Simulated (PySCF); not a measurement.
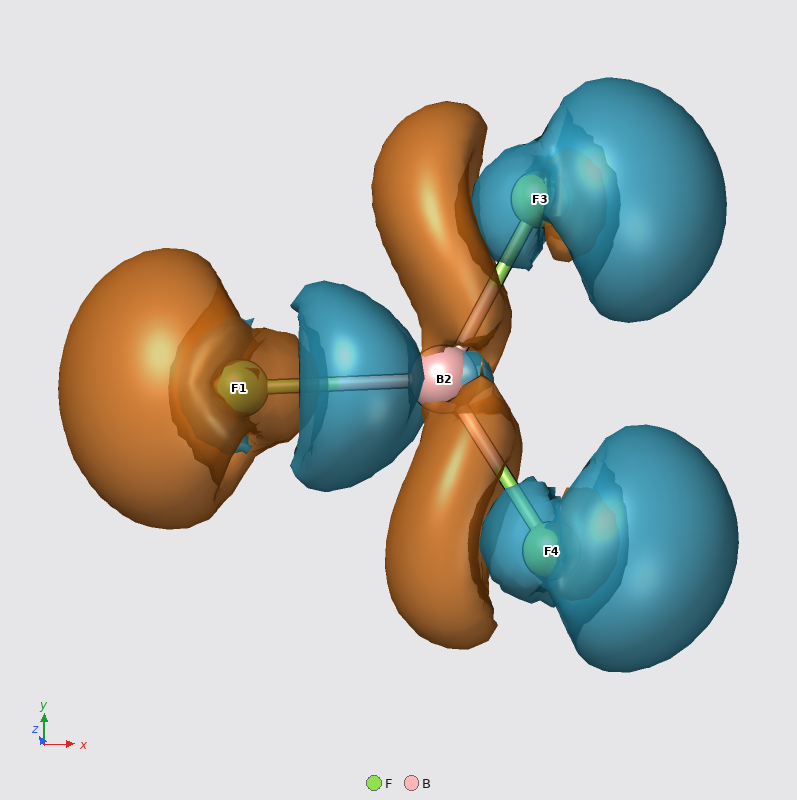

BF₃, SMILES `FB(F)F`. Change of the electron density in a uniform field of 0.51 V/Å, surfaces at ±0.003 e/Å³ (light blue: gain, orange: loss).

PySCF calculation, B3LYP/def2-SVPD, gas phase; geometry: GFN2-xTB. No frequency check shows the geometry to be a minimum.

Q: Along which Cartesian direction does the field point?

A: Along −x: electrons gather on the +x side, against the field.

Q: How large is the response?

A: The induced dipole is 0.43 D (along the field); α along this axis, from the fields in both directions, is 17 bohr³ (2.5 Å³).

Q: Which atoms gain and lose the most charge?

A: Electrons gather most on F4 (Hirshfeld charge changes by −0.010 e) and leave F1 most (+0.020 e); 0.049 electrons are displaced in all.

Cost of the run: 8 s on 1 thread of Arm Neoverse V2 (shared host), peak memory 0.35 GiB.
